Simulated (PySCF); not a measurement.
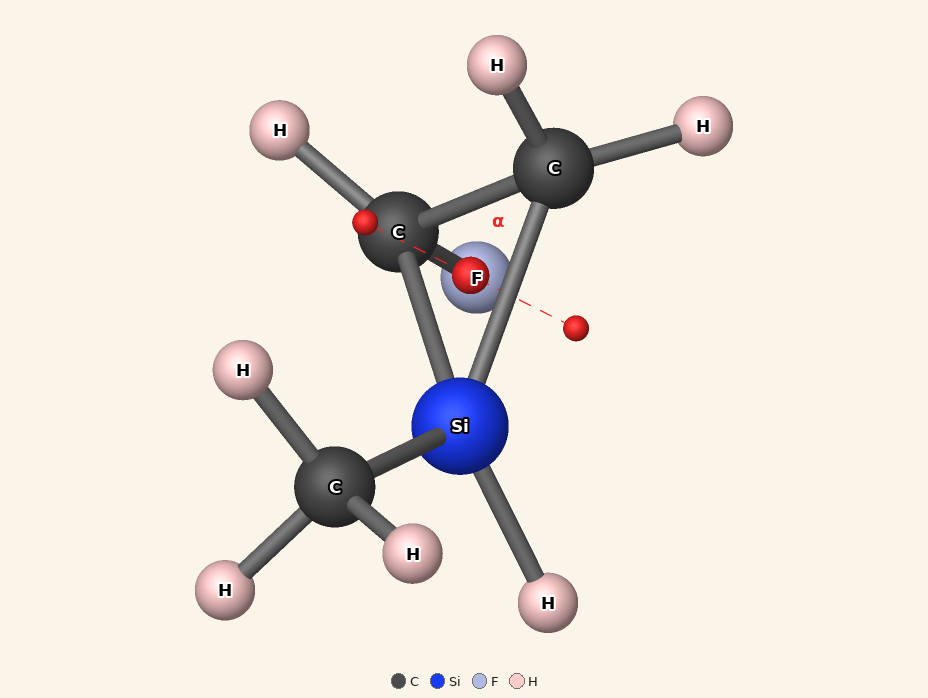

The small points mark where nucleus-independent chemical shifts (NICS) were computed: at the centre of each lettered ring and 1 Å above and below it. Geometry: a frame of a GFN2-xTB molecular-dynamics simulation, not a minimum. Properties computed with GIAO PBE0/pcSseg-1 NMR shielding, non-relativistic, gas phase (PySCF 2.14.0).

Give NICS(0), NICS(1) and the out-of-plane component NICS(1)zz for each ring (means of the two sides).

```tsv
ring	members	NICS(0)	NICS(1)	NICS(1)zz
α	C2Si	−17.4	−6.1	−10.1
```

Values in ppm.
